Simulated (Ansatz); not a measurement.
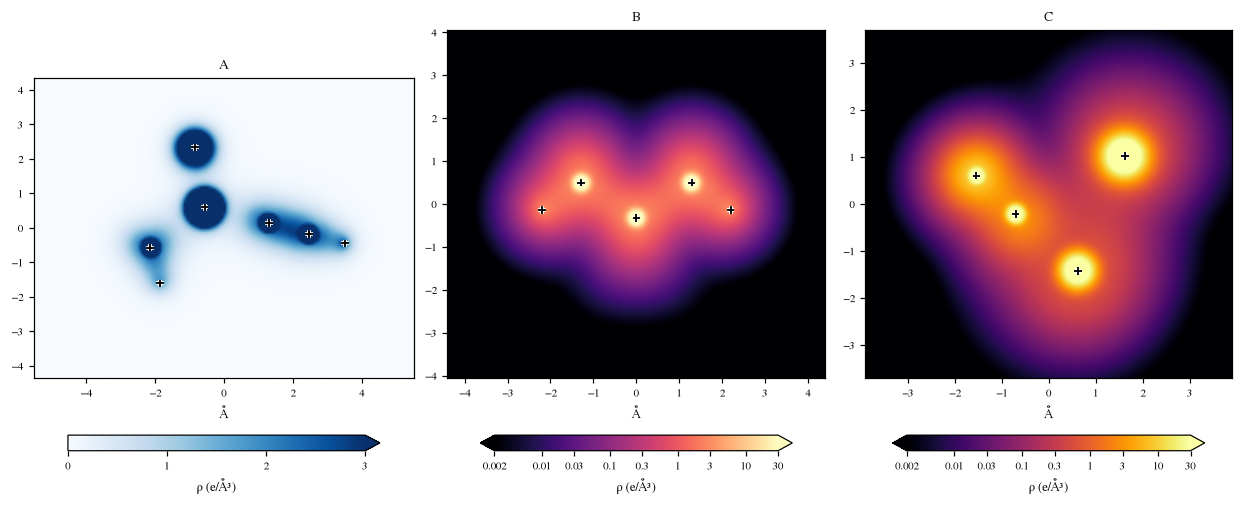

The total electron density of 3 systems, each on a plane through atoms (crosses mark nuclei in the plane).

All numbers below come from isolated molecule in a Gaussian basis; Kohn-Sham density functional theory, functional PBE0 in Ansatz.

System 1: CGaOSi (SMILES O=C=[Si][Ga]) (doublet), the molecular plane. Geometry: PBE0-D3(BJ)/def2-SVP.

```xyz
4

C    -0.2055   -0.4853   -0.5120
Ga    0.3257    1.4396    1.2063
O     0.5173   -0.3528   -1.4210
Si   -1.2842   -0.6322    0.9106
```

System 2: C3H10N (SMILES CC(C)[NH3+]) (charge +1), the plane of atoms C1, C2 and C3. Geometry: BLYP-D3(BJ)/def2-SVP.

```xyz
14

C    -1.4079   -1.6775    1.4715
C    -0.3829   -1.4281    0.3645
C    -0.9288   -1.5516   -1.0586
N     0.1862    0.0105    0.5438
H    -0.9710   -1.5600    2.4834
H    -2.2868   -1.0078    1.3728
H    -1.7739   -2.7187    1.3907
H     0.5045   -2.0781    0.5002
H    -1.2801   -2.5889   -1.2170
H    -0.1551   -1.3456   -1.8251
H    -1.7951   -0.8786   -1.2236
H     0.6038    0.1453    1.4842
H     0.9155    0.2272   -0.1619
H    -0.5664    0.7185    0.4365
```

System 3: C3H4FGa (SMILES C#[C][Ga]([CH3])[F]), the plane of atoms C2, Ga5 and F4. Geometry: B3LYP/6-31G*.

```xyz
9

C    -0.5650    0.3844   -0.0259
C     0.2397    0.2660    0.8787
C     1.1446   -0.5984    4.1581
F     3.1104    0.5317    1.9258
Ga    1.4594    0.0568    2.3376
H    -1.2618    0.4931   -0.8282
H     0.0741   -0.6727    4.3651
H     1.5998   -1.5884    4.2661
H     1.6140    0.0753    4.8808
```

> Which map belongs to which system?

Panel A is system 3, C3H4FGa: the plane holds C, F, Ga and H. C–C (1.22 Å): the density is about 2.8 e/Å³ at the midpoint. Panel B is system 2, C3H10N: the plane holds C and H. C–C (1.53 Å): ρ is about 1.7 e/Å³ halfway. Panel C is system 1, CGaOSi: the plane holds C, Ga, O and Si. C–O (1.17 Å): ρ is about 3.7 e/Å³ halfway.
